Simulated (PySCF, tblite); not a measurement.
# C₅H₄F₄+ (doublet): geometry, infrared bands and EPR parameters

Aim: predict the infrared bands and EPR parameters of C₅H₄F₄+ (doublet) (`F[C@@H]1[CH+][CH][C@@H]1C(F)(F)F`).

The runs use tblite 0.8.0 and PySCF 2.14.0, with density-fitted response routines of our own; the level of theory stands in each step. All values are computed, except where a source is named. Atoms are numbered from 0 throughout.

### Step 1. The molecule as given

13 atoms, charge 1, multiplicity 2; geometry from: force field or distance geometry start.

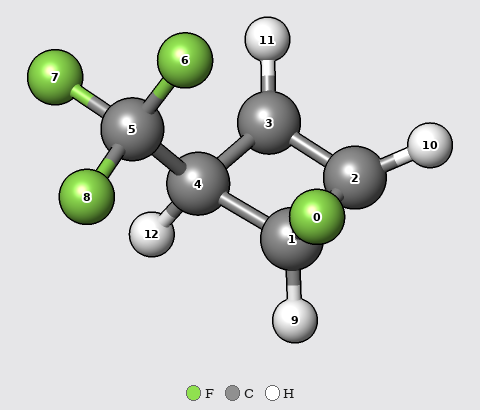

The starting geometry (fluorine green, carbon grey, hydrogen white), atoms numbered.

### Step 2. Relaxing the molecule with GFN2-xTB

What the job is given:

```
{"job": {"kind": "relax", "xc": "GFN2-xTB", "basis": "xTB"}, "charge": 1, "multiplicity": 2}
F     -1.222600     1.529900     0.097300
C     -0.901800     0.497600    -0.704000
C     -1.562700    -0.728600    -0.238500
C     -0.338600    -1.339900     0.091200
C      0.429300    -0.217900    -0.430200
C      1.347300     0.506500     0.502700
F      0.777000     0.784100     1.693700
F      2.459300    -0.241500     0.751400
F      1.776600     1.668000    -0.041700
H     -1.088300     0.707600    -1.748100
H     -2.474600    -0.768200     0.351800
H     -0.154800    -1.906600     1.009300
H      0.949400    -0.490700    -1.352800
```

Run with:

```bash
$ OMP_NUM_THREADS=1 python probes_run.py task.json out
```

The driver reads the jobs from task.json and runs them one after another.

What it wrote:

```text
step      E/eV     max force
  0    -844.36353    2.679
  1    -844.60122    1.035
  2    -844.71549    0.923
  3    -844.81467    0.839
  4    -844.88246    0.625
  5    -844.91407    0.586
  6    -844.94456    0.391
  7    -844.96544    0.423
  8    -844.98984    0.592
  9    -845.02554    0.656
 10    -845.05529    0.438
 11    -845.07651    0.404
 12    -845.09004    0.286
 13    -845.09916    0.286
 14    -845.10723    0.262
 15    -845.11280    0.208
 16    -845.11624    0.150
 17    -845.11851    0.141
 18    -845.12040    0.114
 19    -845.12216    0.097
 20    -845.12341    0.109
 21    -845.12440    0.072
 22    -845.12508    0.055
 23    -845.12557    0.065
 24    -845.12605    0.070
 25    -845.12677    0.084
 26    -845.12789    0.124
 27    -845.12937    0.127
 28    -845.13073    0.081
 29    -845.13167    0.076
 30    -845.13235    0.088
 31    -845.13304    0.092
 32    -845.13384    0.085
 33    -845.13455    0.086
 34    -845.13509    0.057
 35    -845.13554    0.059
 36    -845.13597    0.057
 37    -845.13631    0.039
 38    -845.13655    0.041
 39    -845.13676    0.038
 40    -845.13704    0.051
 41    -845.13735    0.052
 42    -845.13762    0.042
 43    -845.13780    0.030
 44    -845.13793    0.034
 45    -845.13805    0.036
 46    -845.13815    0.024
 47    -845.13822    0.022
 48    -845.13826    0.018
 49    -845.13830    0.015
 50    -845.13832    0.013
 51    -845.13834    0.011
 52    -845.13835    0.010
```

Wall time 0.24 s (1 thread of Arm Neoverse V2, shared host).

Relaxation path: (not every step is listed)

```csv
step,energy from step 0 (eV),largest force (eV/Å)
0,0.0000,2.6790
1,-0.2377,1.0345
2,-0.3520,0.9234
3,-0.4511,0.8393
4,-0.5189,0.6254
5,-0.5505,0.5863
6,-0.5810,0.3906
7,-0.6019,0.4234
8,-0.6263,0.5918
11,-0.7130,0.4039
14,-0.7437,0.2624
17,-0.7550,0.1412
20,-0.7599,0.1086
23,-0.7620,0.0648
26,-0.7644,0.1238
29,-0.7681,0.0765
32,-0.7703,0.0846
35,-0.7720,0.0588
38,-0.7730,0.0409
41,-0.7738,0.0522
44,-0.7744,0.0342
47,-0.7747,0.0222
48,-0.7747,0.0178
49,-0.7748,0.0151
50,-0.7748,0.0133
51,-0.7748,0.0108
52,-0.7748,0.0100
```

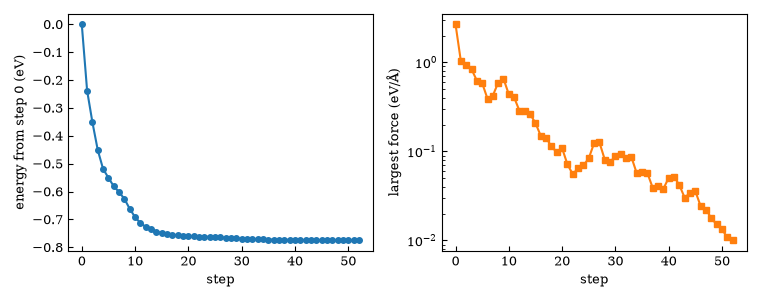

Energy and force, step by step.

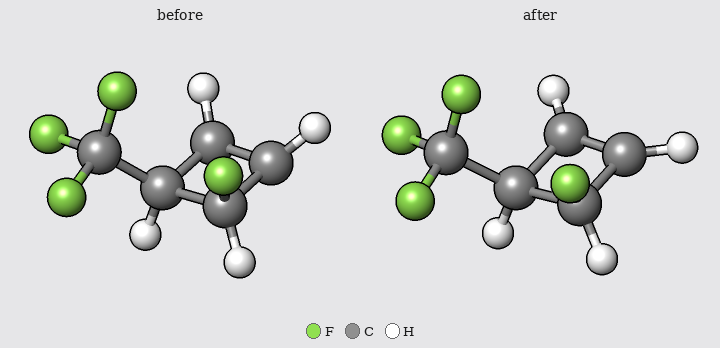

The geometry before (left) and after (right).

Distances of close pairs at the start and the end, largest changes first:

```csv
bond,before (Å),after (Å),change (Å)
C4–C5,1.496,1.572,+0.076
C1–C2,1.469,1.535,+0.066
C2–C3,1.407,1.343,-0.064
C3–C4,1.456,1.505,+0.049
C5–F7,1.363,1.320,-0.043
C5–F8,1.353,1.322,-0.030
C5–F6,1.349,1.320,-0.030
C1–H9,1.081,1.108,+0.026
```

The final coordinates are the input of the step that follows.

### Step 3. Harmonic vibrations with GFN2-xTB

What the job is given:

```
{"job": {"kind": "ir", "xc": "GFN2-xTB", "basis": "xTB"}, "charge": 1, "multiplicity": 2}
F     -1.131733     1.686851     0.018095
C     -0.955093     0.543270    -0.637027
C     -1.598787    -0.722228    -0.053633
C     -0.407996    -1.234104     0.299065
C      0.404620    -0.178360    -0.401780
C      1.452071     0.534009     0.528299
F      0.921025     0.874556     1.687260
F      2.470095    -0.278653     0.744433
F      1.876769     1.619479    -0.096045
H     -1.279587     0.700519    -1.684350
H     -2.629112    -1.041583    -0.083459
H     -0.070962    -2.018117     0.964571
H      0.944302    -0.485153    -1.303157
```

What it wrote:

```text
mode    cm-1     km/mol
  1      47.4      1.39
  2     111.1      0.31
  3     121.3      1.36
  4     220.7      3.84
  5     251.2      7.82
  6     337.5     43.54
  7     380.3     18.50
  8     427.3     10.63
  9     478.7     19.69
 10     511.4     10.23
 11     538.9     21.82
 12     665.8    126.93
 13     773.4     26.03
 14     792.9     47.88
 15     847.4     40.47
 16     866.6     16.89
 17     885.5     51.96
 18     966.5     82.62
 19     981.1     21.42
 20    1021.7    134.37
 21    1049.7    175.49
 22    1075.4     20.66
 23    1112.3    102.54
 24    1131.5    237.15
 25    1138.4     14.62
 26    1155.3     95.18
 27    1204.4     95.88
 28    1217.7     55.29
 29    1459.9     29.66
 30    2777.4    136.62
 31    2951.9     23.72
 32    3028.3     90.43
 33    3075.3    151.49
```

Run time: 0.3 s. Hardware: 1 thread of Arm Neoverse V2, shared host.

Which atoms move in the most intense modes:

```csv
cm⁻¹,km/mol,atoms
666,126.9,"F7 19 %, C5 18 %, C1 13 %, H11 12 %"
1022,134.4,"H12 25 %, C5 18 %, H10 13 %"
1050,175.5,"C5 50 %, H12 16 %, F8 14 %"
1112,102.5,"C5 58 %, F7 16 %"
1132,237.2,"C5 48 %, H12 12 %, C4 12 %, F6 11 %"
1204,95.9,"H12 48 %, C4 22 %, C5 20 %"
2777,136.6,H9 93 %
3075,151.5,H10 83 %
```

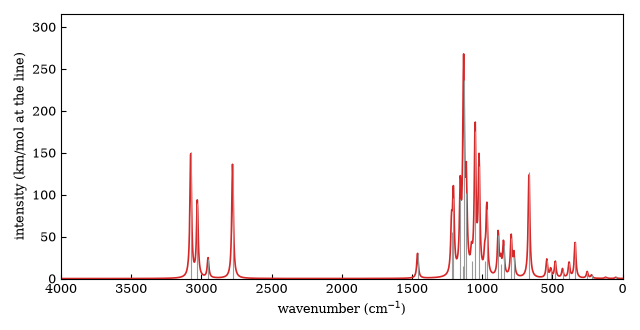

The infrared spectrum from these modes, unscaled. Lines are broadened to a width of 14 cm⁻¹ (Lorentzian).

### Step 4. g tensor and hyperfine couplings: B3LYP/pcH-1

The job, as its differences from that of step 3:

```diff
@@ -1,2 +1,2 @@
-{"job": {"kind": "ir", "xc": "GFN2-xTB", "basis": "xTB"}, "charge": 1, "multiplicity": 2}
+{"job": {"kind": "epr", "basis": "pcH-1"}, "charge": 1, "multiplicity": 2}
 F     -1.131733     1.686851     0.018095
```

Level: UKS B3LYP, pcH-1 on C F H, non-relativistic, mean-field spin-orbit, GIAO.

What it wrote:

```text
UKS, coarse grid
  cycle   1  E = -591.71246315  |g| = 7.48e-01
  cycle   2  E = -591.21037319  |g| = 1.45e+00
  cycle   3  E = -591.86963424  |g| = 2.88e-01
  cycle   4  E = -591.89871112  |g| = 3.77e-02
  cycle   5  E = -591.89919316  |g| = 1.94e-02
  cycle   6  E = -591.89932864  |g| = 8.87e-03
  cycle   7  E = -591.89936913  |g| = 3.00e-03
  cycle   8  E = -591.89937686  |g| = 1.77e-03
  cycle   9  E = -591.89937845  |g| = 7.55e-04
UKS, final grid
  cycle   1  E = -591.89941250  |g| = 1.06e-03
  cycle   2  E = -591.89941195  |g| = 1.82e-03
  cycle   3  E = -591.89941306  |g| = 1.53e-04
  cycle   4  E = -591.89941309  |g| = 9.15e-05
  cycle   5  E = -591.89941312  |g| = 2.64e-05
  cycle   6  E = -591.89941312  |g| = 8.30e-06
E = -591.89941312 Eh   <S^2> = 0.7534 (exact 0.7500)
g shifts (ppm)      1          2          3
  rmc          -171       -171       -171
  gc             11         27         41
  oz_so         263       1425       3504
  total         104       1281       3375
hyperfine (MHz)  atom isotope    a_iso     a_fc   dipolar eigenvalues
    0   19F      18.21      18.21    -57.57    -35.10     92.67
    1   13C     -15.88     -15.88     -8.55     -7.08     15.62
    2   13C      26.94      26.94    -41.61    -36.75     78.36
    3   13C      18.04      18.04    -36.51    -30.21     66.72
    4   13C     -16.02     -16.02    -10.09     -6.51     16.60
    5   13C      51.69      51.69     -7.45     -7.19     14.64
    6   19F      -4.60      -4.60    -18.31    -15.98     34.29
    7   19F       4.59       4.59    -25.57    -24.35     49.91
    8   19F      23.05      23.05    -70.83    -68.81    139.63
    9    1H     146.72     146.72     -6.76     -2.62      9.38
   10    1H      -9.93      -9.93    -18.00     -5.98     23.98
   11    1H      18.93      18.93    -15.59     -7.10     22.69
   12    1H      45.57      45.57     -5.65     -4.43     10.08
```

Run time: 69 s. Hardware: 1 thread of Arm Neoverse V2, shared host; peak memory 0.97 GiB.

Principal g values 2.00242, 2.00360, 2.00569; g(iso) = 2.00391, against 2.00232 for a free electron.

Mean a(iso) over the nuclei that a row names, and the largest dipolar term of the row (other rows stand at the frozen geometry):

```csv
nuclei,isotope,a(iso) (MHz),"a(iso) (G, at g = 2.0023)",largest dipolar term (MHz)
H9,1H,146.7,52.4,9.4
C5,13C,51.7,18.4,14.6
H12,1H,45.6,16.3,10.1
C2,13C,26.9,9.6,78.4
H11,1H,18.9,6.8,22.7
F0,19F,18.2,6.5,92.7
C3,13C,18.0,6.4,66.7
C4,13C,-16.0,-5.7,16.6
C1,13C,-15.9,-5.7,15.6
H10,1H,-9.9,-3.5,24.0
"F6, F7, F8",19F,7.7,2.7,139.6
```

Mulliken spin populations:

F0 0.02; C1 0.01; C2 0.43; C3 0.35; C4 0.01; C5 0.05; F6 0.01; F7 0.01; F8 0.03; H9 0.06; H10 -0.01; H11 0.00; H12 0.02

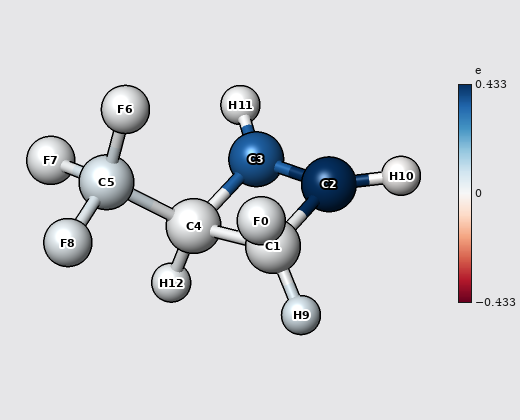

Mulliken spin populations, as colours on the atoms.

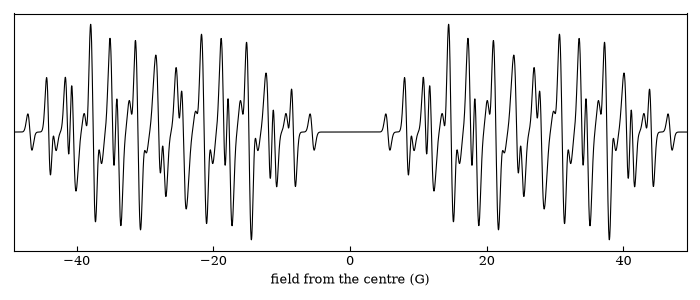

First-order isotropic spectrum (first derivative, main isotopes with spin only, couplings over 0.8 MHz, Gaussian width 0.3 G; couplings of the frozen geometry, rotation of groups not averaged beyond the rows shown).

The fields below are evaluated on a grid from the run's orbitals.

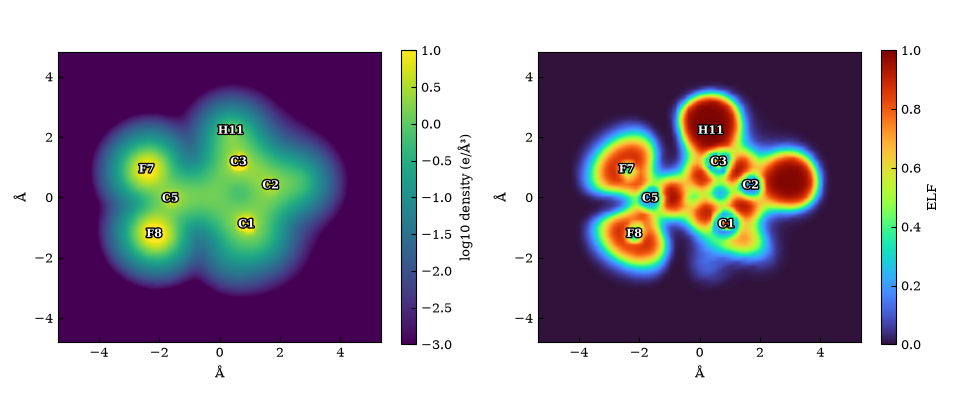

Density (left) and ELF (right) in a plane through or near 7 of the atoms.

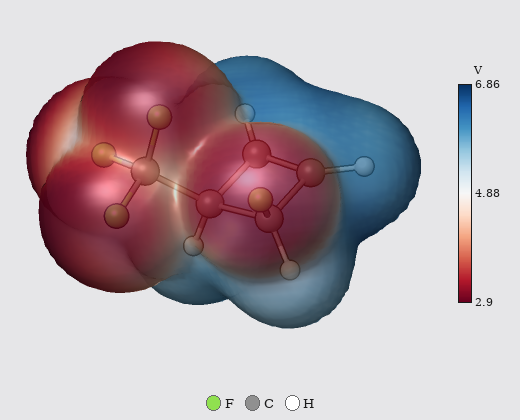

Electrostatic potential on the surface of density 0.002 e/bohr³; red is low, blue high. It runs from 2.90 V near F8 to 6.86 V near H9.

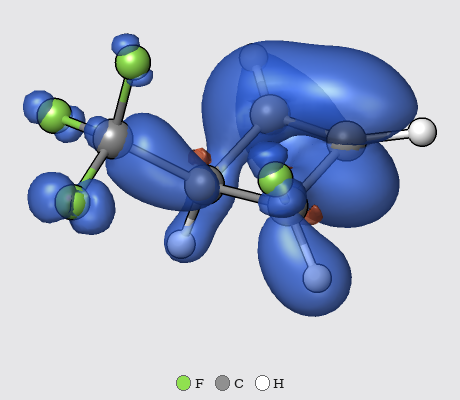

Spin density at ±0.02 e/Å³ (alpha excess blue, beta excess red).

### Step 5. Results

```
                                 quantity                  value
strongest single infrared mode (GFN2-xTB)  1132 cm⁻¹, 237 km/mol
             zero-point energy (GFN2-xTB)          48.0 kcal/mol
                           g(iso) (B3LYP)                2.00391
                                     ⟨S²⟩     0.753 (exact 0.75)
       largest a(iso) (averaged by class)    1H on H9, 146.7 MHz
```

What this shows: Over 52 steps the energy fell by 0.775 eV; of the close pairs, C4–C5 changed most, 1.496 to 1.572 Å. All 33 modes are real, so the xTB geometry is a minimum. The strongest single mode, at 1132 cm⁻¹, has its largest shares on C5, H12, C4 and F6 (the list is cut at 4 atoms). Unscaled tight-binding wavenumbers are off by several per cent, some by more. Its intensities can rank the bands wrongly. The largest spin populations lie on C2 (0.43 e), C3 (0.35 e). The isotropic g lies 1.6 ppt above the free-electron value. The conformer search found further structures of the same energy, which may be mirror or relabelled copies of this one.
